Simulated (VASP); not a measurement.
Band structure of C (diamond). Method: PW91 GGA, VASP's PBE PAW potentials (set 64) (plane waves; VASP).

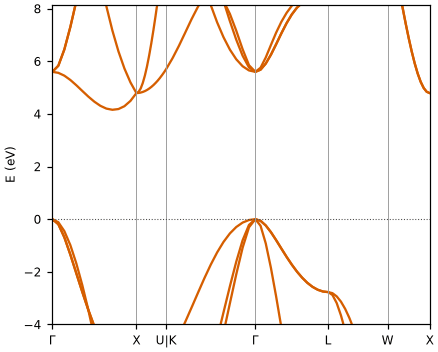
Bands along high-symmetry lines, zero at the valence-band maximum or, without a gap, the Fermi level

Problem. Read the plot: is there a gap, and where are the band edges?

Solution. The gap is indirect, 4.16 eV, from the valence maximum at Γ to the conduction minimum at Γ-X at 0.71. (Edges off the drawn lines would not show.)

The compound is C in the diamond structure. It was relaxed first.
